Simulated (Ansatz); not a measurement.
The starting structures come from a database of crystals and need not be the phases stable at ambient conditions.

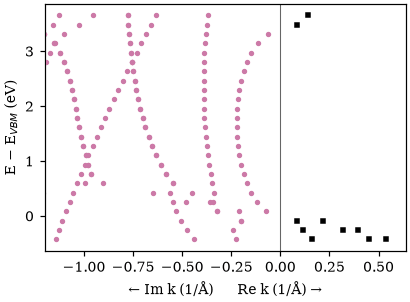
Fig. 1. Complex bands at the centre of the two-dimensional zone; Ansatz (a program for electronic structure) with r2SCAN

The gap is the functional's own, uncorrected, and κ follows it; spin-orbit coupling is left out. Mid-gap values are interpolated between the computed energies.

**Question.** This is AlGaN2 (P3m1, not sure to be the ambient phase, 4 atoms a cell, 10.9 Å³ an atom) along the normal of (100). Read off the slowest decay at the centre of the two-dimensional zone at 1.61 eV, the computed energy nearest the middle of the gap.

**Answer.** κ ≈ 0.22 1/Å, a decay length 1/(2κ) of the density of 2.3 Å.
